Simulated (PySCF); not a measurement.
```yaml
atoms:
  - { symbol: O, position_ang: [1.0357, -1.9349, 0.3835] }
  - { symbol: C, position_ang: [0.4662, -0.9149, 0.1514] }
  - { symbol: C, position_ang: [1.0339, 0.4725, -0.0406] }
  - { symbol: C, position_ang: [-0.1900, 1.3246, -0.1454] }
  - { symbol: F, position_ang: [-0.2240, 2.4856, 0.5286] }
  - { symbol: O, position_ang: [-1.3411, 0.5911, 0.0409] }
  - { symbol: C, position_ang: [-1.0603, -0.7518, -0.0600] }
  - { symbol: F, position_ang: [-1.3450, -1.1919, -1.3371] }
  - { symbol: H, position_ang: [1.6420, 0.4790, -0.9507] }
  - { symbol: H, position_ang: [1.6833, 0.7767, 0.7852] }
  - { symbol: H, position_ang: [-1.6953, -1.3332, 0.6184] }
```

Geometry: GFN2-xTB.

The calculation used UKS B3LYP, pcH-1 on C F H O, non-relativistic, mean-field spin-orbit, GIAO in PySCF.

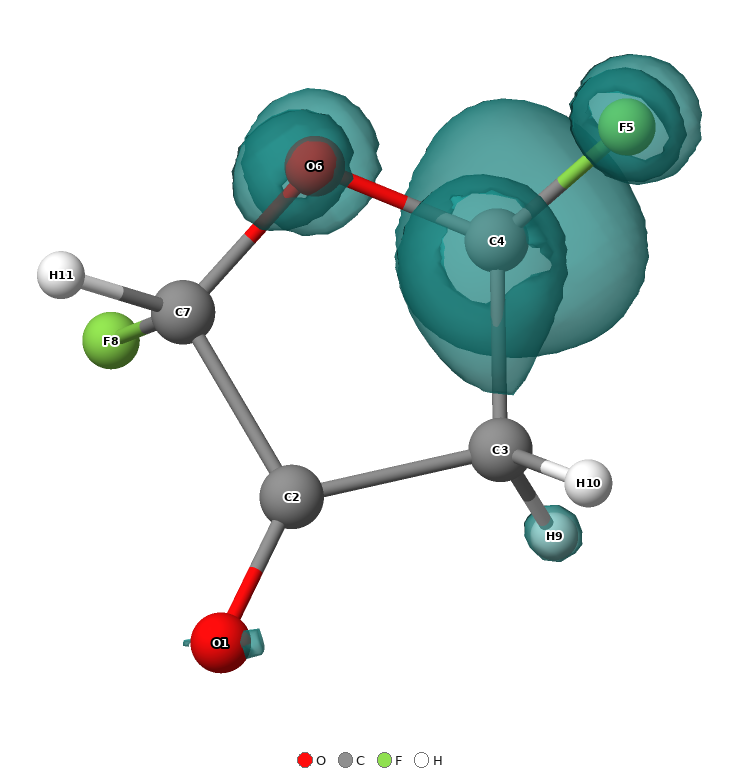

C$_{4}$H$_{3}$F$_{2}$O$_{2}$ (SMILES O=C1C[C](F)O[C@H]1F) (doublet). Isosurfaces of the spin density (α minus β) at +0.04 (teal) and −0.04 e/Å³ (pink), seen across its widest extent.

**Which atoms carry the spin?**

The unpaired spin (1 electron) lies mostly on C4 (about 0.6), O6 (about 0.1) and F5 (about 0.1), in electrons by Hirshfeld's partition. Only one sign reaches the isovalue.
